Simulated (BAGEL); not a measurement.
# HF/STO-3G (density fitting with qzvpp-jkfit) run of C2H4NSi− (SMILES C#C[SiH-]N)

Aim: the energy change on altering one bond length of C2H4NSi− at HF/STO-3G (density fitting with qzvpp-jkfit), from 2 runs. 

Program for the calculation: BAGEL 1.2.2.

## 1. The system as given

C2H4NSi− has 8 atoms, charge -1, and is taken as a singlet. As SMILES, `C#C[SiH-]N`. The coordinates come from a GFN2-xTB relaxation. This is one conformer, not always the lowest.

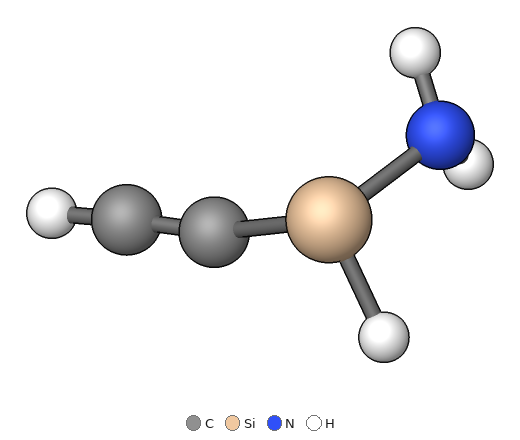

The structure, seen from a chosen angle (carbon grey, silicon light orange, nitrogen blue, hydrogen white).

## 2. A single-point energy at HF/STO-3G (density fitting with qzvpp-jkfit)

Contents of calc.json:

```json
{ "bagel": [

{
  "title": "molecule",
  "basis": "sto-3g",
  "df_basis": "qzvpp-jkfit",
  "angstrom": "true",
  "geometry": [
    { "atom": "C", "xyz": [       0.279050,       1.853940,      -1.189400 ] },
    { "atom": "C", "xyz": [       0.177520,       1.083400,      -0.260710 ] },
    { "atom": "Si", "xyz": [       0.551220,      -0.169920,       1.081360 ] },
    { "atom": "N", "xyz": [      -0.100430,      -1.724230,       0.469350 ] },
    { "atom": "H", "xyz": [       0.301890,       2.546050,      -1.994630 ] },
    { "atom": "H", "xyz": [      -0.569410,       0.172850,       2.046120 ] },
    { "atom": "H", "xyz": [       0.434460,      -2.067110,      -0.320570 ] },
    { "atom": "H", "xyz": [      -1.074300,      -1.694990,       0.168480 ] }
  ]
},

{
  "title": "hf",
  "charge": -1
},

{
  "title": "print",
  "file": "orbitals.molden",
  "orbitals": "true"
}

]}
```

Launch:

```
$ BAGEL_NUM_THREADS=1 BAGEL calc.json > calc.out
```

The log of the run:

```text
* using 1 threads per process

  ===============================================================
  ===============================================================

  *** Geometry ***

  { "atom" : "C", "xyz" : [      0.527328,      3.503439,     -2.247640 ] },
  { "atom" : "C", "xyz" : [      0.335464,      2.047329,     -0.492670 ] },
  { "atom" : "Si", "xyz" : [      1.041655,     -0.321102,      2.043474 ] },
  { "atom" : "N", "xyz" : [     -0.189785,     -3.258322,      0.886943 ] },
  { "atom" : "H", "xyz" : [      0.570489,      4.811337,     -3.769304 ] },
  { "atom" : "H", "xyz" : [     -1.076029,      0.326639,      3.866606 ] },
  { "atom" : "H", "xyz" : [      0.821010,     -3.906272,     -0.605790 ] },
  { "atom" : "H", "xyz" : [     -2.030133,     -3.203067,      0.318381 ] },

  Number of auxiliary basis functions:      427

  Since a DF basis is specified, we compute 2- and 3-index integrals:
    o Being stored without compression. Storage requirement is 0.003 GB

  Number of basis functions:       28
  Number of electrons      :       37

    * METHOD: MOLECULE                             0.13

  *** RHF ***

  === Nuclear Repulsion ===
   129.6474828698

      * DIIS with orbital gradients will be used.

  === RHF iteration (sto-3g) ===
      0       -416.16907245          0.01343729           0.01
      1       -416.22054149          0.00454395           0.01
      2       -416.22516510          0.00230855           0.01
      3       -416.22624880          0.00057407           0.01
      4       -416.22636723          0.00009296           0.01
      5       -416.22637272          0.00003203           0.01
      6       -416.22637342          0.00001543           0.01
      7       -416.22637362          0.00000504           0.01
      8       -416.22637364          0.00000143           0.01
      9       -416.22637364          0.00000077           0.01
     10       -416.22637364          0.00000019           0.01
     11       -416.22637364          0.00000006           0.01
     12       -416.22637364          0.00000002           0.01
     13       -416.22637364          0.00000001           0.01
    * SCF iteration converged.

    * Permanent dipole moment:
           (    0.167430,    -0.089290,     0.907972) a.u.

    * METHOD: HF                                   0.25

    * METHOD: PRINT                                0.00

  ===============================================================
```

Wall time 0.5 s (1 thread of Arm Neoverse V1, shared host).

## 3. The distorted shape

Contents of hf.json:

```json
{ "bagel" : [

{
  "title" : "molecule",
  "basis" : "sto-3g",
  "df_basis" : "qzvpp-jkfit",
  "angstrom" : "true",
  "geometry" : [
    { "atom" : "C", "xyz" : [    0.766024,    1.839319,   -1.038953 ] },
    { "atom" : "C", "xyz" : [    0.664494,    1.068779,   -0.110263 ] },
    { "atom" : "Si", "xyz" : [    1.038194,   -0.184541,    1.231807 ] },
    { "atom" : "N", "xyz" : [    0.386544,   -1.738851,    0.619797 ] },
    { "atom" : "H", "xyz" : [    0.788864,    2.531429,   -1.844183 ] },
    { "atom" : "H", "xyz" : [   -0.082436,    0.158229,    2.196567 ] },
    { "atom" : "H", "xyz" : [    0.921434,   -2.081731,   -0.170123 ] },
    { "atom" : "H", "xyz" : [   -1.074300,   -1.694990,    0.168480 ] }
  ]
},
{
  "title" : "hf",
  "charge" : -1
},
{
  "title" : "print",
  "file" : "orbitals.molden",
  "orbitals" : "true"
}

]}
```

Launch:

```
$ BAGEL_NUM_THREADS=1 BAGEL hf.json > hf.out
```

The log of the run:

```text
* using 1 threads per process

  ===============================================================
  ===============================================================

  *** Geometry ***

  { "atom" : "C", "xyz" : [      1.447576,      3.475809,     -1.963337 ] },
  { "atom" : "C", "xyz" : [      1.255712,      2.019700,     -0.208367 ] },
  { "atom" : "Si", "xyz" : [      1.961902,     -0.348732,      2.327778 ] },
  { "atom" : "N", "xyz" : [      0.730462,     -3.285952,      1.171247 ] },
  { "atom" : "H", "xyz" : [      1.490737,      4.783708,     -3.485001 ] },
  { "atom" : "H", "xyz" : [     -0.155781,      0.299009,      4.150910 ] },
  { "atom" : "H", "xyz" : [      1.741258,     -3.933901,     -0.321486 ] },
  { "atom" : "H", "xyz" : [     -2.030133,     -3.203067,      0.318381 ] },

  Number of auxiliary basis functions:      427

  Since a DF basis is specified, we compute 2- and 3-index integrals:
    o Being stored without compression. Storage requirement is 0.003 GB

  Number of basis functions:       28
  Number of electrons      :       37

    * METHOD: MOLECULE                             0.13

  *** RHF ***

  === Nuclear Repulsion ===
   127.8284290650

      * DIIS with orbital gradients will be used.

  === RHF iteration (sto-3g) ===
      0       -416.04740334          0.01541324           0.01
      1       -416.10572530          0.00655683           0.01
      2       -416.11575865          0.00206882           0.01
      3       -416.11699101          0.00097548           0.01
      4       -416.11725190          0.00019712           0.01
      5       -416.11727723          0.00006349           0.01
      6       -416.11728047          0.00002675           0.01
      7       -416.11728109          0.00000948           0.01
      8       -416.11728117          0.00000325           0.01
      9       -416.11728117          0.00000171           0.01
     10       -416.11728117          0.00000073           0.01
     11       -416.11728117          0.00000038           0.01
     12       -416.11728117          0.00000016           0.01
     13       -416.11728117          0.00000007           0.01
     14       -416.11728117          0.00000003           0.01
     15       -416.11728117          0.00000002           0.01
     16       -416.11728117          0.00000001           0.01
     17       -416.11728117          0.00000000           0.01
    * SCF iteration converged.

    * Permanent dipole moment:
           (   -0.314350,    -0.364380,     0.768754) a.u.

    * METHOD: HF                                   0.29

    * METHOD: PRINT                                0.00

  ===============================================================
```

It took 0.54 s on 1 thread of Arm Neoverse V1, shared host.

## 4. Summary of results

At HF/STO-3G (density fitting with qzvpp-jkfit):

| quantity | value |
| --- | --- |
| first shape: total energy | -416.22637 Eh |
| first shape: HOMO energy | 2.43 eV |
| first shape: LUMO energy | 16.85 eV |
| first shape: HOMO–LUMO gap (to an unbound level, set by the basis) | 14.42 eV |
| distorted shape: total energy | -416.11728 Eh |
| distorted shape: HOMO energy | 2.04 eV |
| distorted shape: LUMO energy | 14.76 eV |
| distorted shape: HOMO–LUMO gap (to an unbound level, set by the basis) | 12.71 eV |
| energy change with the N4–H8 bond stretched from 1.020 to 1.530 Å | 2.969 eV |

With the N4–H8 bond stretched from 1.020 to 1.530 Å the energy rises by 2.97 eV (68 kcal/mol). The first shape isn't relaxed at this level, so the change isn't measured from a minimum. The minimal basis adds a large error of its own. The HOMO (first shape) lies at positive energy, 2.43 eV: the electron is unbound at this level or held by a compact basis; values depend on the basis. The HOMO (distorted shape) lies at positive energy, 2.04 eV: the electron is unbound at this level or held by a compact basis; values depend on the basis.
